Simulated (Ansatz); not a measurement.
Geometry relaxation of WH4BrOF3 (part 2 of 2)

The same run, continued: WH4BrOF3; RKS B3LYP-D4/def2-SVP (Ansatz 0.2.0). The input holds or restrains some coordinates. Forces given for the steps count only the free coordinates. It belongs to a series of runs on one base structure; here: pulled along the bonds that form and break, towards end A.

Geometry of the input (Å):
```
W  0.0000  0.0000  0.0000
O  0.0000  0.0000  2.2900
H  -0.9095  -0.2814  2.6271
H  1.7200  0.0000  0.0000
F  0.0000  1.8500  0.0000
H  -1.7200  0.0000  0.0000
F  0.0000  -1.8500  0.0000
F  0.0000  0.0000  -1.8500
Br 1.8861  1.9648  0.9050
H  0.9076  0.9455  2.1267
```

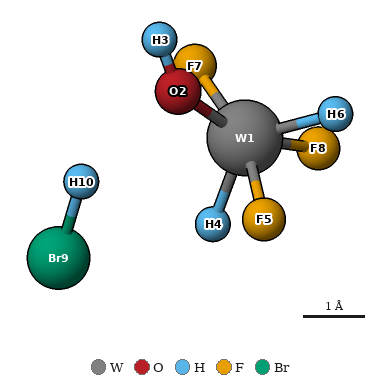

*The geometry at step 10 of the log (ball-and-stick view, seen at a tilt; atoms are numbered from 1 in the order of the input).*

Trajectory as extended XYZ, continued
```
10
Properties=species:S:1:pos:R:3:forces:R:3 step=3 energy=-82120.20335
W    -0.1536   -0.1384    0.0855    3.8586   3.4452   3.1989
O    -0.1507   -0.1695    2.1227    0.6057   0.4557  -3.8256
H    -0.9333   -0.2881    2.6437   -0.8956  -0.1529   0.9811
H     1.7217   -0.0020   -0.0447   -0.8156   0.3905  -1.1632
F    -0.0607    1.7956   -0.0179   -1.8055  -2.1859  -0.0503
H    -1.7754   -0.0012   -0.0416   -2.2723   0.8611  -1.6299
F    -0.0043   -1.8957    0.0076    0.1049  -2.8592  -0.2109
F    -0.0122   -0.0076   -1.8316   -0.7476  -0.7517   1.1408
Br    2.1020    2.1297    1.1282    0.3737  -0.8948   2.7539
H     1.1507    1.2062    2.0468    1.5937   1.6919  -1.1946
10
Properties=species:S:1:pos:R:3:forces:R:3 step=4 energy=-82121.56731
W    -0.1757   -0.2122    0.1038    3.0492   3.1628   0.7179
O    -0.2150   -0.2250    2.0204   -1.0291  -0.0178  -1.4751
H    -0.9498   -0.2928    2.6625    0.5512   0.0843   0.0368
H     1.6720    0.0287   -0.0613   -1.1287   0.4202  -0.4335
F    -0.0842    1.7297    0.0070   -0.9941  -1.7454   0.3869
H    -1.8200    0.0535   -0.0911   -1.0999   0.9672  -0.8652
F     0.0031   -1.9772   -0.0143    0.1580  -2.6253  -0.3407
F    -0.0425   -0.0480   -1.8059   -0.6745  -0.9360   1.1297
Br    2.2148    2.2389    1.2399   -0.1356  -0.6496   1.6783
H     1.2816    1.3333    2.0378    1.3036   1.3397  -0.8349
10
Properties=species:S:1:pos:R:3:forces:R:3 step=5 energy=-82122.62200
W    -0.1214   -0.2715    0.0817   -0.0698   1.4635   0.5326
O    -0.2328   -0.2118    1.9789   -0.9403  -0.4930  -0.9160
H    -0.9064   -0.2621    2.6873    0.6126   0.0954  -0.1716
H     1.5639    0.1419   -0.1313   -0.5071   0.3878  -0.3598
F    -0.1576    1.6329    0.0563    0.0562  -0.0645   0.2644
H    -1.7895    0.2138   -0.1953    0.4335  -0.0552  -0.1683
F     0.0173   -2.0921   -0.0469    0.0283  -1.0753   0.0415
F    -0.1229   -0.2036   -1.7981   -0.1751  -0.6520   0.3205
Br    2.3073    2.3039    1.3936   -0.6035  -0.8029   1.1053
H     1.3261    1.3775    2.0725    1.1652   1.1963  -0.6488
10
Properties=species:S:1:pos:R:3:forces:R:3 step=7 energy=-82123.11993
W    -0.1014   -0.2120    0.0599   -0.5055   0.1346   0.3196
O    -0.3017   -0.1918    1.9564   -0.1498  -0.0922  -0.9287
H    -0.8745   -0.2294    2.7389    0.2593  -0.0525  -0.1957
H     1.4229    0.3993   -0.3953   -0.2012  -0.1158  -0.1371
F    -0.2017    1.6913    0.1161   -0.1154  -0.0345   0.1526
H    -1.7110    0.2245   -0.3294    0.2597  -0.0767  -0.0007
F     0.1015   -2.0758    0.0586    0.0846   0.0901   0.3543
F    -0.1944   -0.4701   -1.7948    0.0068  -0.0639   0.0729
Br    2.4142    2.1902    1.5662   -0.8370  -0.8554   0.8248
H     1.3304    1.3027    2.1221    1.1986   1.0662  -0.4620
10
Properties=species:S:1:pos:R:3:forces:R:3 step=9 energy=-82123.32153
W    -0.1486   -0.1177    0.0041   -0.1682  -0.3854   0.1606
O    -0.3463   -0.0827    1.8999   -0.2053   0.2299  -0.3291
H    -0.8355   -0.2496    2.7257    0.2868  -0.0955  -0.5392
H     1.2821    0.5377   -0.6359   -0.1329  -0.1176   0.0864
F    -0.3515    1.7681    0.1050    0.0574  -0.2316  -0.0047
H    -1.7443    0.1918   -0.4794    0.0524  -0.1108   0.1417
F     0.3362   -1.9331    0.2665   -0.0801   0.5880  -0.0956
F    -0.2445   -0.6720   -1.7996    0.0392   0.0817   0.4290
Br    2.5478    1.9527    1.6862   -1.0437  -0.7311   0.7808
H     1.3888    1.2337    2.3262    1.1944   0.7724  -0.6299
10
Properties=species:S:1:pos:R:3:forces:R:3 step=10 energy=-82123.46386
W    -0.1777   -0.0725   -0.0138   -0.1049   0.3873   0.3171
O    -0.4000    0.0921    1.8742   -0.1289  -0.0695  -0.2194
H    -0.7375   -0.3987    2.6408    0.1426  -0.0315  -0.3169
H     1.2413    0.5562   -0.6868   -0.0617  -0.0117  -0.0833
F    -0.4053    1.8000   -0.0393    0.0377   0.0403   0.1340
H    -1.7951    0.1482   -0.4689   -0.0284  -0.0396   0.0585
F     0.4507   -1.8012    0.3526   -0.0027  -0.0628   0.0825
F    -0.2883   -0.7306   -1.7632    0.0533  -0.2446  -0.0395
Br    2.6108    1.7746    1.7491   -1.1168  -0.5151   0.7894
H     1.3852    1.2608    2.4542    1.2098   0.5471  -0.7224
10
Properties=species:S:1:pos:R:3:forces:R:3 step=11 energy=-82123.47673
W    -0.1871   -0.0075   -0.0336   -0.1165  -0.2216   0.1132
O    -0.4720    0.1870    1.8578   -0.2346  -1.4125   1.0101
H    -0.6509   -0.5431    2.5424    0.4153   1.3973  -1.5424
H     1.1930    0.6087   -0.7961   -0.0132   0.0207  -0.0087
F    -0.4170    1.8596   -0.0423   -0.0428  -0.1438   0.1012
H    -1.8222    0.1314   -0.4683    0.0723   0.0624  -0.0728
F     0.4778   -1.7014    0.4675   -0.0702   0.2363   0.0398
F    -0.2752   -0.8495   -1.7191   -0.0231   0.0638   0.3279
Br    2.6754    1.6585    1.8067   -1.5057  -0.4679   0.8396
H     1.3625    1.2852    2.4839    1.5185   0.4652  -0.8078
10
Properties=species:S:1:pos:R:3:forces:R:3 step=13 energy=-82123.51310 accepted=F
W    -0.2140   -0.0178   -0.0242    0.0860   0.7261  -0.2153
O    -0.5095    0.2683    1.8563    0.1889  -1.1443   0.0683
H    -0.4734   -0.5783    2.3387   -0.0753   0.2119   0.2536
H     1.1495    0.6447   -0.7636   -0.0033   0.0282  -0.0278
F    -0.4608    1.8359    0.1074    0.0210   0.1289  -0.4508
H    -1.8124    0.1636   -0.5430   -0.0421  -0.0500   0.0787
F     0.4677   -1.6805    0.5483   -0.1906   0.1939   0.2980
F    -0.2515   -0.9189   -1.6686   -0.0282  -0.1078  -0.0638
Br    2.6943    1.4887    1.8434   -1.3900  -0.0617   0.6219
H     1.2942    1.4232    2.4041    1.4338   0.0749  -0.5628
10
Properties=species:S:1:pos:R:3:forces:R:3 step=15 energy=-82123.60852
W    -0.2146    0.0177   -0.0460    0.3880   0.1776   0.1721
O    -0.4781    0.2284    1.8535    0.0350  -0.0363  -0.3355
H    -0.4507   -0.5713    2.4035   -0.0101   0.0376  -0.0181
H     1.1618    0.6813   -0.8256   -0.2779  -0.1623   0.1361
F    -0.4975    1.8693   -0.0221   -0.0503   0.0276   0.0486
H    -1.8212    0.1364   -0.5284   -0.1536   0.0153  -0.0396
F     0.4498   -1.6349    0.5735    0.0025  -0.0563  -0.0545
F    -0.2600   -0.9299   -1.6633    0.0209  -0.0237   0.0621
Br    2.6843    1.4679    1.8798   -1.2287  -0.0819   0.5889
H     1.3105    1.3640    2.4738    1.2743   0.1024  -0.5601
10
Properties=species:S:1:pos:R:3:forces:R:3 step=16 energy=-82123.61221
W    -0.2062    0.0219   -0.0468   -0.1421  -0.0352   0.3010
O    -0.4777    0.2308    1.8516    0.0688  -0.1329  -0.2772
H    -0.4652   -0.5723    2.3994    0.0040   0.0858  -0.0475
H     1.1506    0.6659   -0.8261   -0.0084   0.0646   0.0041
F    -0.5058    1.8718   -0.0091    0.0574   0.0084  -0.0190
H    -1.8230    0.1429   -0.5262   -0.0057  -0.0200  -0.0271
F     0.4554   -1.6361    0.5628    0.0064  -0.0029   0.0300
F    -0.2503   -0.9353   -1.6579   -0.0138   0.0187   0.0099
Br    2.6924    1.4718    1.8827   -1.2601  -0.0878   0.5794
H     1.3139    1.3675    2.4684    1.2935   0.1013  -0.5535
```

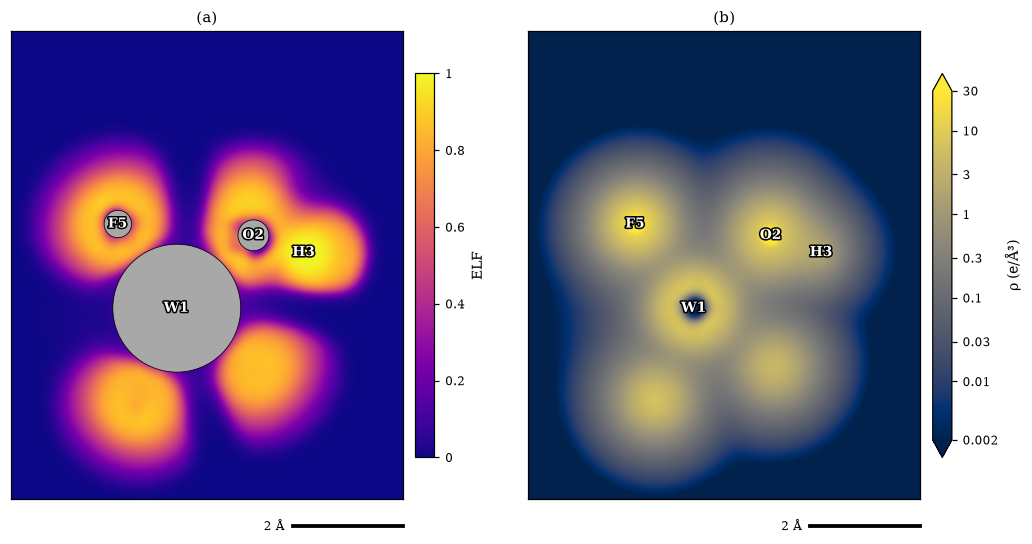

*(a) ELF; (b) total electron density on the plane of atoms O2, W1 and F5. Grey discs, where drawn, cover atomic cores.*

W–F (1.87 Å): ρ at the midpoint is about 1.1 e/Å³; the ELF peaks at about 0.85 in the valence shell of F, 0.5 Å from its nucleus, and drops to about 0.20 between the two atoms.

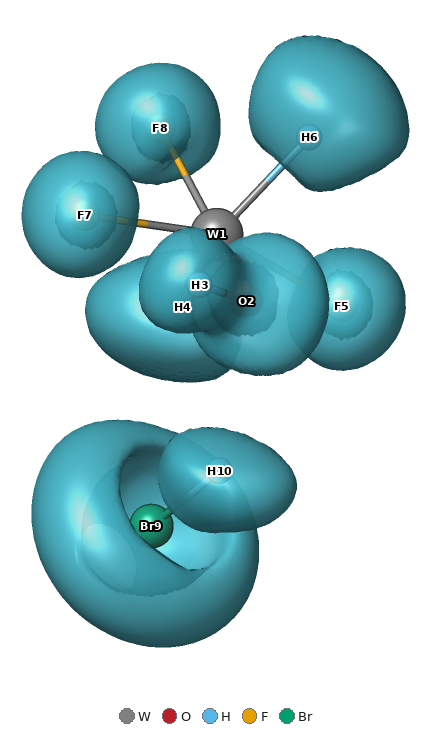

*Isosurface of the ELF at 0.75 (cyan), seen at an oblique angle. Core shells and regions of very low density are left out.*

Profiles from the grid: W1···Br9 (3.77 Å): the ELF is only about 0.05 between them; a non-bonded, intermolecular contact. W–F (1.87 Å): the ELF peaks at about 0.85 in the valence shell of F, 0.5 Å from its nucleus, and drops to about 0.20 between the two atoms.

Key numbers

| quantity | value |
| --- | --- |
| outcome | converged under the restraints of the input |
| total energy | −82123.6125 eV |
| mean-field energy | −82123.2315 eV |
| largest force (length of the vector) at the end, held atoms and coordinates included | 1.411 eV/Å |
| hardware | 4 threads of Arm Neoverse V2, 24 GiB of memory available, shared host |
| wall time | 55 s (CPU time 3.4 min) |
| peak memory | 0.46 GiB |
